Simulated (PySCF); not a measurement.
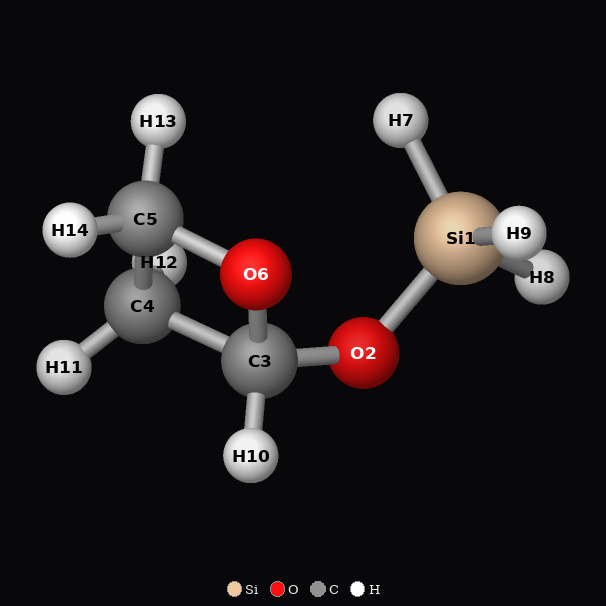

Computed geometry: GFN2-xTB optimisation. No frequency run is at hand to confirm it as a minimum. Properties computed with delta-SCF UKS SCAN, pcX-2 on the ionised atom, pcseg-1 elsewhere, spin-free X2C (PySCF 2.14.0).

Give the core-electron binding energies (to vacuum; p and d levels without spin–orbit splitting) of Si1 1s, Si1 2p, O2 1s, C3 1s, C4 1s, C5 1s, O6 1s.

```json
{"atom": "Si1", "level": "1s", "binding energy (eV)": "1847.0"}
{"atom": "Si1", "level": "2p", "binding energy (eV)": "107.4"}
{"atom": "O2", "level": "1s", "binding energy (eV)": "538.2"}
{"atom": "C3", "level": "1s", "binding energy (eV)": "293.7"}
{"atom": "C4", "level": "1s", "binding energy (eV)": "290.9"}
{"atom": "C5", "level": "1s", "binding energy (eV)": "292.3"}
{"atom": "O6", "level": "1s", "binding energy (eV)": "538.3"}
```

The geometry is semi-empirical. Around Si such bond lengths and angles can be off by a tenth of an ångström or more and by several degrees, and values that hang on the shape move with them.
